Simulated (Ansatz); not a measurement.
Ca2SnO3

```
Ca Sn O
1.0
     5.29263    0.00000    0.00000
    -2.64631    4.58355    0.00000
     0.00000    0.00000    4.35610
Ca Sn O
2 1 3
Cartesian
  0.0000 3.0557 0.0000
  2.6463 1.5278 0.0000
  0.0000 0.0000 2.1781
  0.0000 3.0557 2.1781
  2.6463 1.5278 2.1781
  0.0000 0.0000 0.0000
```

Space group P6/mmm; a structure generated by program, which may or may not match a known phase.

All numbers below come from DFT PBE, scalar-relativistic, plane waves, PAW (Ansatz 0.2.0).

Question: Predict the valence pseudo-density and electron localisation function between the atoms.

Answer: Ca–O (2.18 Å): the density is about 0.44 e/Å³ at the midpoint; the ELF peaks at about 0.85 in the valence shell of O, 0.6 Å from its nucleus, and drops to about 0.10 between the two atoms (no shared electron pair shows on this line).
Sn–O (2.18 Å): ρ at the midpoint is about 0.52 e/Å³; the ELF peaks at about 0.80 in the valence shell of O, 0.6 Å from its nucleus, and drops to about 0.20 between the two atoms; no localised pair shows between them.

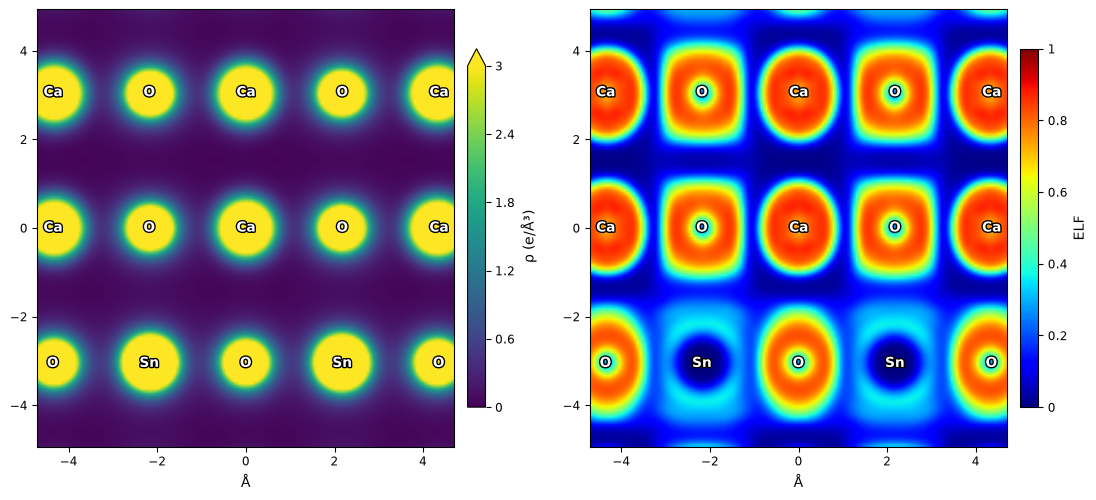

Computed valence pseudo-density and electron localisation function on the (110) plane of the conventional cell, in this order. 
